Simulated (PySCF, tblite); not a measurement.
# C₅H₉F: dynamics, then NMR shifts on frames, part 2 of 2

tblite 0.8.0 and PySCF 2.14.0. Atoms count from 0. The steps go on from the part before.

### Step 5. Nuclear shieldings: 625 fs, PBE0/pcSseg-1

Job settings and geometry (Å):

```
{"job": {"kind": "nmr", "xc": "PBE0", "basis": "pcSseg-1", "pop": false}, "charge": 0, "multiplicity": 1}
C      1.452700    -1.113900     0.196400
C      0.259100    -0.542500    -0.208400
C     -0.511300     0.605000     0.340500
C     -1.766000     0.186400     1.117500
C     -0.860600     1.918200    -0.555400
F     -1.181900     1.576200    -1.846800
H      2.230400    -0.521300     0.736100
H      1.832400    -2.118100    -0.108700
H     -0.295400    -1.143800    -0.842300
H      0.125200     0.976400     1.148300
H     -2.578400    -0.019700     0.417800
H     -1.688000    -0.689900     1.662900
H     -2.158700     0.985800     1.708700
H     -1.749900     2.282600    -0.135600
H     -0.083400     2.651700    -0.563300
```

Method: GIAO PBE0/pcSseg-1 NMR shielding, non-relativistic, gas phase.

The program printed:

```text
coarse grid: 12096 points
cycle   1  E = -295.2592569507  dE =  4.454e-01  |g| = 5.110e-01  |ddm| = 3.212e+00
cycle   2  E = -295.2355835324  dE =  2.367e-02  |g| = 6.650e-01  |ddm| = 8.282e-01
cycle   3  E = -295.3107443641  dE = -7.516e-02  |g| = 6.341e-02  |ddm| = 4.676e-01
cycle   4  E = -295.3113887386  dE = -6.444e-04  |g| = 2.679e-02  |ddm| = 5.609e-02
cycle   5  E = -295.3115364312  dE = -1.477e-04  |g| = 8.233e-03  |ddm| = 2.332e-02
cycle   6  E = -295.3115503410  dE = -1.391e-05  |g| = 3.900e-03  |ddm| = 8.731e-03
cycle   7  E = -295.3115540900  dE = -3.749e-06  |g| = 5.849e-04  |ddm| = 3.249e-03
final grid: 115992 points
cycle   8  E = -295.3562733825  dE = -4.018e-05  |g| = 8.620e-03  |ddm| = 2.593e-02
cycle   9  E = -295.3562648160  dE =  8.566e-06  |g| = 1.084e-02  |ddm| = 1.554e-02
cycle  10  E = -295.3562907403  dE = -2.592e-05  |g| = 1.796e-03  |ddm| = 8.999e-03
cycle  11  E = -295.3562914597  dE = -7.193e-07  |g| = 3.624e-04  |ddm| = 1.459e-03
cycle  12  E = -295.3562914870  dE = -2.732e-08  |g| = 1.619e-04  |ddm| = 3.616e-04
cycle  13  E = -295.3562914922  dE = -5.230e-09  |g| = 1.934e-05  |ddm| = 1.262e-04
cycle  14  E = -295.3562914923  dE = -6.912e-11  |g| = 8.251e-06  |ddm| = 2.000e-05
converged SCF energy = -295.3562914923

GIAO shielding tensors (ppm)
atom      isotropic    diamagn.    paramagn.     s11        s22        s33       span
  0 C       50.453     254.337    -203.884    -65.065     63.036    153.388    218.453
  1 C       31.977     252.596    -220.619    -94.395     22.220    168.105    262.501
  2 C      146.272     246.379    -100.107    122.276    152.501    164.039     41.763
  3 C      166.801     246.204     -79.404    138.668    168.292    193.442     54.774
  4 C       94.067     238.096    -144.029     59.626     84.580    137.993     78.367
  5 F      439.380     473.212     -33.832    401.777    427.519    488.846     87.069
  6 H       25.453      30.430      -4.978     22.026     24.914     29.419      7.393
  7 H       24.856      28.934      -4.078     22.447     24.313     27.809      5.362
  8 H       25.950      33.754      -7.804     22.077     25.272     30.501      8.424
  9 H       29.171      32.910      -3.739     26.126     28.517     32.871      6.745
 10 H       30.185      30.155       0.030     26.600     28.703     35.251      8.651
 11 H       32.214      31.156       1.058     27.862     30.007     38.772     10.910
 12 H       31.162      30.257       0.905     27.202     28.439     37.844     10.642
 13 H       27.864      30.078      -2.214     23.484     29.696     30.412      6.928
 14 H       27.110      28.771      -1.661     22.452     28.251     30.626      8.174
```

It took 23 s on 1 thread of Arm Neoverse N1, shared host; peak memory 0.72 GiB.

In short: δ C1 154.9, C0 136.5, C4 92.9, C2 40.7, H7 6.86, H6 6.26 ppm.

### Step 6. Shielding tensors: 800 fs, PBE0/pcSseg-1

Job settings and geometry (Å):

```
{"job": {"kind": "nmr", "xc": "PBE0", "basis": "pcSseg-1", "pop": false}, "charge": 0, "multiplicity": 1}
C      0.430000    -1.272500     1.602700
C      0.098900    -0.606700     0.523400
C     -0.357700     0.729800     0.371300
C     -1.885900     0.557900     0.565800
C     -0.031900     1.335700    -1.007600
F     -0.702200     0.568900    -1.972200
H      0.004500    -1.039700     2.645500
H      0.914400    -2.203000     1.530200
H      0.295900    -1.157500    -0.450000
H     -0.009100     1.408300     1.185100
H     -2.440800     0.153700    -0.293100
H     -2.059800    -0.060500     1.421200
H     -2.373800     1.646300     0.594900
H     -0.324200     2.438700    -1.050400
H      1.012600     1.119400    -1.066600
```

Level: GIAO PBE0/pcSseg-1 NMR shielding, non-relativistic, gas phase.

The program printed:

```text
coarse grid: 12096 points
cycle   1  E = -295.2506850133  dE =  5.281e-01  |g| = 5.333e-01  |ddm| = 3.232e+00
cycle   2  E = -295.2184142359  dE =  3.227e-02  |g| = 7.131e-01  |ddm| = 9.308e-01
cycle   3  E = -295.3092701238  dE = -9.086e-02  |g| = 6.680e-02  |ddm| = 5.411e-01
cycle   4  E = -295.3099671591  dE = -6.970e-04  |g| = 2.873e-02  |ddm| = 6.646e-02
cycle   5  E = -295.3101464983  dE = -1.793e-04  |g| = 4.468e-03  |ddm| = 2.665e-02
cycle   6  E = -295.3101504710  dE = -3.973e-06  |g| = 1.476e-03  |ddm| = 5.329e-03
final grid: 115992 points
cycle   7  E = -295.3535442691  dE = -3.720e-05  |g| = 7.063e-03  |ddm| = 3.025e-02
cycle   8  E = -295.3535392206  dE =  5.049e-06  |g| = 8.799e-03  |ddm| = 1.309e-02
cycle   9  E = -295.3535566058  dE = -1.739e-05  |g| = 1.050e-03  |ddm| = 7.188e-03
cycle  10  E = -295.3535567874  dE = -1.815e-07  |g| = 2.814e-04  |ddm| = 9.543e-04
cycle  11  E = -295.3535568023  dE = -1.496e-08  |g| = 1.026e-04  |ddm| = 2.565e-04
cycle  12  E = -295.3535568047  dE = -2.354e-09  |g| = 2.959e-05  |ddm| = 9.925e-05
cycle  13  E = -295.3535568049  dE = -1.872e-10  |g| = 7.069e-06  |ddm| = 3.366e-05
converged SCF energy = -295.3535568049

GIAO shielding tensors (ppm)
atom      isotropic    diamagn.    paramagn.     s11        s22        s33       span
  0 C       68.800     253.805    -185.005    -35.793     82.757    159.435    195.228
  1 C       36.849     258.993    -222.144    -87.649     44.025    154.171    241.820
  2 C      144.874     247.301    -102.428    132.527    142.825    159.269     26.741
  3 C      158.545     246.744     -88.199    125.759    165.270    184.605     58.846
  4 C       97.083     244.710    -147.627     62.479     80.437    148.334     85.855
  5 F      425.369     474.848     -49.479    403.070    427.699    445.338     42.269
  6 H       25.431      29.009      -3.578     22.841     24.059     29.392      6.550
  7 H       26.826      31.142      -4.316     24.378     25.456     30.645      6.267
  8 H       24.592      32.065      -7.473     21.478     23.448     28.849      7.371
  9 H       28.928      31.908      -2.979     25.893     26.965     33.926      8.033
 10 H       29.171      29.726      -0.554     25.545     28.844     33.125      7.580
 11 H       30.814      30.334       0.480     26.034     30.237     36.171     10.137
 12 H       28.231      26.897       1.334     24.425     25.291     34.977     10.552
 13 H       26.138      27.810      -1.672     21.882     25.771     30.759      8.877
 14 H       27.222      30.310      -3.088     22.683     27.591     31.391      8.707
```

Run time: 23 s. Hardware: 1 thread of Arm Neoverse N1, shared host; peak memory 0.73 GiB.

This run: δ C1 150.1, C0 118.1, C4 89.8, C2 42.1, H8 7.13, H6 6.29 ppm.

### Step 7. Shielding tensors: 1000 fs, PBE0/pcSseg-1

Job settings and geometry (Å):

```
{"job": {"kind": "nmr", "xc": "PBE0", "basis": "pcSseg-1", "pop": false}, "charge": 0, "multiplicity": 1}
C     -0.120900    -0.877300     2.011900
C     -0.205700    -0.641400     0.715900
C      0.066500     0.788000     0.238900
C     -1.287100     1.403700    -0.008700
C      1.060500     0.669800    -0.933500
F      0.390900     0.228800    -2.022500
H     -0.072500    -0.117800     2.872600
H     -0.197100    -1.918200     2.397400
H     -0.552100    -1.371000     0.043800
H      0.597800     1.171300     1.090000
H     -1.978200     0.594500    -0.278000
H     -1.669000     1.840200     0.917600
H     -1.292800     2.158400    -0.865200
H      1.463400     1.590100    -1.205700
H      1.905900    -0.004000    -0.667300
```

With the program's defaults for keys left out, this is: GIAO PBE0/pcSseg-1 NMR shielding, non-relativistic, gas phase.

The program printed:

```text
coarse grid: 12096 points
cycle   1  E = -295.2702652285  dE =  5.426e-01  |g| = 5.112e-01  |ddm| = 3.210e+00
cycle   2  E = -295.2503566851  dE =  1.991e-02  |g| = 6.420e-01  |ddm| = 8.344e-01
cycle   3  E = -295.3231102883  dE = -7.275e-02  |g| = 5.734e-02  |ddm| = 4.714e-01
cycle   4  E = -295.3235900964  dE = -4.798e-04  |g| = 2.568e-02  |ddm| = 5.360e-02
cycle   5  E = -295.3237313231  dE = -1.412e-04  |g| = 5.042e-03  |ddm| = 2.250e-02
cycle   6  E = -295.3237356119  dE = -4.289e-06  |g| = 2.676e-03  |ddm| = 5.460e-03
final grid: 115992 points
cycle   7  E = -295.3673246154  dE = -3.580e-05  |g| = 7.511e-03  |ddm| = 2.547e-02
cycle   8  E = -295.3673169044  dE =  7.711e-06  |g| = 9.636e-03  |ddm| = 1.305e-02
cycle   9  E = -295.3673384731  dE = -2.157e-05  |g| = 1.258e-03  |ddm| = 7.164e-03
cycle  10  E = -295.3673388309  dE = -3.578e-07  |g| = 2.882e-04  |ddm| = 1.190e-03
cycle  11  E = -295.3673388502  dE = -1.934e-08  |g| = 1.168e-04  |ddm| = 3.358e-04
cycle  12  E = -295.3673388528  dE = -2.526e-09  |g| = 1.810e-05  |ddm| = 8.436e-05
cycle  13  E = -295.3673388528  dE = -4.979e-11  |g| = 6.061e-06  |ddm| = 1.810e-05
converged SCF energy = -295.3673388528

GIAO shielding tensors (ppm)
atom      isotropic    diamagn.    paramagn.     s11        s22        s33       span
  0 C       61.098     253.784    -192.686    -41.369     78.761    145.903    187.272
  1 C       32.588     257.410    -224.821   -102.405     42.859    157.311    259.716
  2 C      140.985     249.320    -108.335    126.077    143.848    153.030     26.953
  3 C      166.805     246.602     -79.797    149.944    163.402    187.069     37.125
  4 C      101.681     240.398    -138.717     71.028     87.070    146.944     75.917
  5 F      443.917     474.841     -30.924    398.521    450.422    482.808     84.288
  6 H       25.056      29.411      -4.356     22.567     24.025     28.575      6.008
  7 H       26.134      28.861      -2.726     23.923     24.227     30.253      6.331
  8 H       25.150      33.663      -8.513     20.923     25.326     29.200      8.277
  9 H       30.118      34.406      -4.287     27.502     28.338     34.515      7.014
 10 H       30.359      29.722       0.637     26.317     29.596     35.163      8.846
 11 H       29.934      29.266       0.668     25.734     28.335     35.733      9.999
 12 H       29.100      27.654       1.446     24.632     26.802     35.866     11.234
 13 H       27.946      30.408      -2.462     23.417     28.206     32.214      8.797
 14 H       26.965      28.760      -1.795     23.273     26.938     30.683      7.410
```

Wall time 23 s (1 thread of Arm Neoverse N1, shared host); peak memory 0.73 GiB.

In short: δ C1 154.3, C0 125.8, C4 85.2, C2 45.9, H6 6.66, H8 6.57 ppm.

### Step 8. Comparing the runs: NMR shifts

Shifts (ppm) of some atoms, chosen among heavy atoms and hydrogens apart, with basis size and wall time:

| frame | C1 | C0 | C4 | C2 | H7 | H12 | F5 | functions | time |
| --- | --- | --- | --- | --- | --- | --- | --- | --- | --- |
| 250 fs | 156.0 | 124.5 | 82.8 | 39.4 | 6.88 | 2.33 | -259.6 | 147 | 23 s |
| 425 fs | 161.5 | 133.6 | 85.2 | 31.9 | 7.77 | 1.06 | -262.2 | 147 | 23 s |
| 625 fs | 154.9 | 136.5 | 92.9 | 40.7 | 6.86 | 0.56 | -268.4 | 147 | 23 s |
| 800 fs | 150.1 | 118.1 | 89.8 | 42.1 | 4.89 | 3.49 | -254.4 | 147 | 23 s |
| 1000 fs | 154.3 | 125.8 | 85.2 | 45.9 | 5.58 | 2.62 | -273.0 | 147 | 23 s |

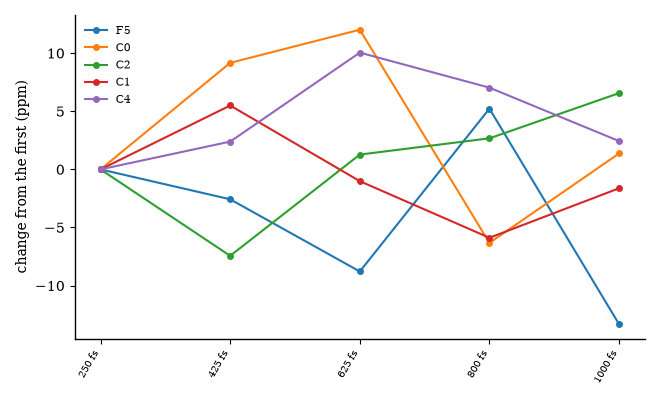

How five of the tabulated atoms move from run to run.

### Step 9. Summary of results

What follows sums up all 2 parts.

```
                                        quantity                                                     value
                                      thermostat                                                     600 K
                   mean temperature, second half                                                     583 K
         mean potential energy above the minimum                                                   0.99 eV
  13C shifts against TMS (PBE0/pcSseg-1, 250 fs)                        156.0, 124.5, 82.8, 39.4, 23.8 ppm
   1H shifts against TMS (PBE0/pcSseg-1, 250 fs)  6.88, 5.74, 5.25, 4.66, 4.36, 2.33, 2.04, 1.95, 0.81 ppm
19F shifts against CFCl3 (PBE0/pcSseg-1, 250 fs)                                                -259.6 ppm
                        range of the shift of F5                                      -273.0 to -254.4 ppm
```

In the second half the potential energy averages 0.99 eV above the minimum; equipartition over 39 harmonic modes at 600 K would give 1.01 eV. With 15 atoms the temperature swings widely (238 to 787 K). Shifts at one fixed geometry are not the observed spectrum, which averages over the motion. Across the 5 runs the shift of F5 moves most, between -273.0 (1000 fs) and -254.4 ppm (800 fs).
